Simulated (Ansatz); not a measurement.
System: MoS2/WSSe (van der Waals superlattice) (P3m1).

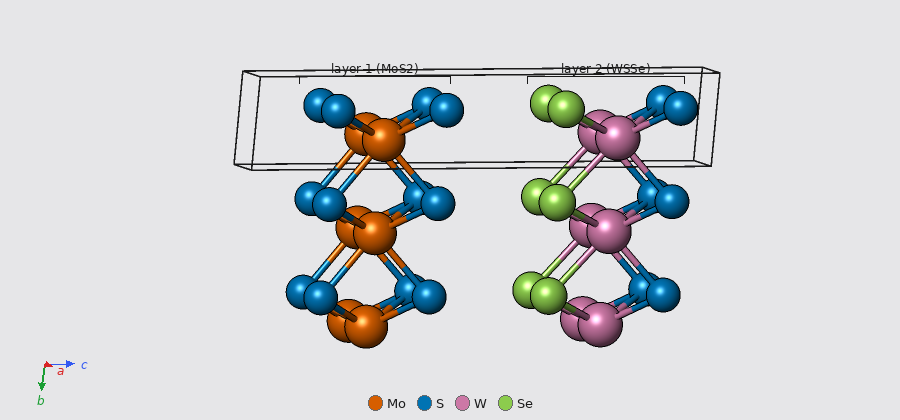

The structure (molybdenum orange, sulfur blue, tungsten pink, selenium green). 2×3×1 cells are drawn.

The structure was built from a prototype and need not be the compound's stable phase.

It takes space group P3m1 (No. 156, trigonal). Conventional cell: a = 3.143 Å, b = 3.143 Å, c = 13.146 Å, α = 90.00°, β = 90.00°, γ = 120.00°. Nearest to Mo lie 6 S at 2.39 Å. S has 3 Mo at 2.39 Å nearest. Nearest to S lie 3 Mo at 2.39 Å. Nearest to W lie 3 S at 2.39 Å and 3 Se at 2.50 Å. Nearest to S lie 3 W at 2.39 Å. Nearest to Se lie 3 W at 2.50 Å. It derives from Mo1S2. Farther neighbours and most contacts between anions are not listed.

```yaml
crystal:
  lattice:
    - [3.14278, 0.00000, 0.00000]
    - [-1.57139, 2.72173, 0.00000]
    - [0.00000, 0.00000, 13.14570]
  atoms:
    - { symbol: Mo, position: [0.33333, 0.66667, 0.24565] }
    - { symbol: S, position: [0.66667, 0.33333, 0.36359] }
    - { symbol: S, position: [0.66667, 0.33333, 0.12759] }
    - { symbol: W, position: [0.33333, 0.66667, 0.75488] }
    - { symbol: S, position: [0.66667, 0.33333, 0.87280] }
    - { symbol: Se, position: [0.66667, 0.33333, 0.62351] }
```

The structure was relaxed with PBEsol-D3(BJ). The runs that relaxed it are not among those shown. Spin-orbit coupling is left out unless a run names it.

Gaps computed with Ansatz 0.2.0 without a self-energy: PBEsol 1.00 eV and HSE06 1.50 eV.

**Question.** What gap should G0W0 on PBEsol give (9×9×2 mesh, 469 empty bands, screening to 150 eV, PAW set soft_1 files)?

About 1.53 eV: on its mesh the run moves the gap from 1.05 eV by +0.48 eV. A band edge moves to another state on the way. Among the scalar-relativistic levels given, HSE06 is nearest (−0.03 eV). Bands and cutoff are finite, so the gap is not at the basis limit. The miss can reach some tenths of an eV and take either sign; the mesh is an error of its own. The many-body steps are scalar-relativistic: spin-orbit coupling is not in them.

[Paths, hosts, dates, memory and timing lines, banners, echoed tables and standing remarks are left out of the program output.]

[Logs are printed without paths, hosts, clocks, repeated set-up lines and the standing remarks that a program may print on its own settings, such as how far it seeks lower states.]

[Runs of the session that timed out or met a known fault of the program may be left out.]

[Cells called generated may have been cut or substituted from an entry of the Crystallography Open Database or the Materials Project.]

[Hosts, paths, dates, database ids (printed as entryN), source tags and the programs' standing remarks are cut or masked in the printed files.]
